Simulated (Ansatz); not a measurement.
**BrCl2HZn: density, localisation and related maps**

The calculation's input:

```
crystal:
  periodic: [false, false, false]
  atoms:
    - { symbol: Zn, position_ang: [0.282585, 0.0, -0.01004] }
    - { symbol: Cl, position_ang: [0.535351, 0.0, 2.180485] }
    - { symbol: Cl, position_ang: [0.310455, 0.0, -2.113364] }
    - { symbol: Br, position_ang: [-3.143202, 0.0, 1.145094] }
    - { symbol: H, position_ang: [-2.030888, 0.0, 2.154625] }
basis:
  gaussian: { orbitals: def2-SVP }
hamiltonian:
  xc: pbe0
relax:
  f_tol: 0.03
  max_steps: 50
output:
  orbitals: {}
```

Launched as:

```sh
ansatz run input.yaml --threads 2 --pin off --max-ram 3072MiB --backend cpu --events-out ev --progress --plain --runs-dir out
```

The fields are those of the run's last geometry, not of the input's.

The calculation used RKS PBE0/def2-SVP (Ansatz 0.2.0).

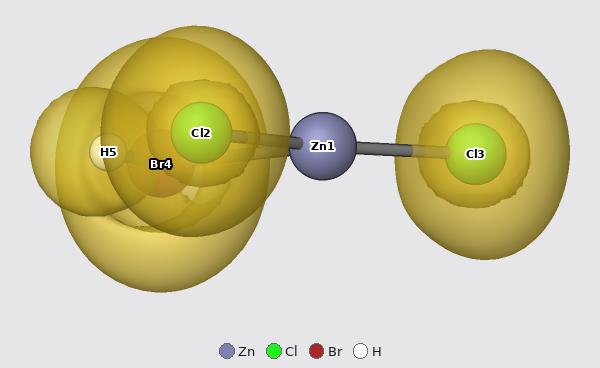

Figure 1. Isosurface of the electron localisation function at 0.75 (yellow), seen from one side. Core shells and regions of very low density are left out.

### Identify the bonds, lone pairs and shells in this picture.

The ELF exceeds this value in one region around a hydrogen nucleus, one region wrapped around Br (its valence shell) and two regions wrapped around Cl (the valence shell of each). Profiles from the grid: Zn–Cl (2.11 Å): the ELF peaks at about 0.80 in the valence shell of Cl, 0.9 Å from its nucleus, and is about 0.40 at the midpoint. Zn–Br (2.81 Å): the ELF peaks at about 0.85 in the valence shell of Br, 1.1 Å from its nucleus, and drops to about 0.10 between the two atoms.

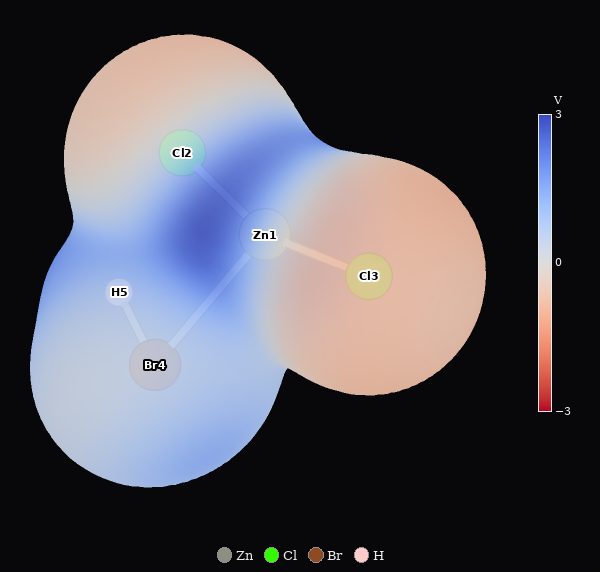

Figure 2. The electrostatic potential painted on the density surface at 0.002 e/bohr³, seen at a tilt; the colour scale runs from red (negative) to blue (positive).

### Where is the surface potential most negative and most positive?

The most negative region (about −0.9 V) lies over Cl3, the most positive (about +2.7 V) over Zn1.

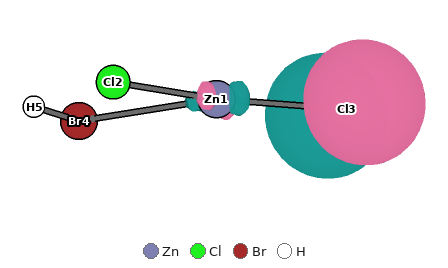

Figure 3. The HOMO at ±0.2 Å⁻³ᐟ² (teal and pink are the two phases), seen from one side.

### Describe this orbital and give its energy.

Its weight (Hirshfeld) is mainly on Cl3 (about 85 %) and Zn1 (about 5 %); it is symmetric in the molecular plane (an in-plane orbital: σ, lone-pair or in-plane π type); largely a lone pair of Cl3. Its energy is −8.46 eV.
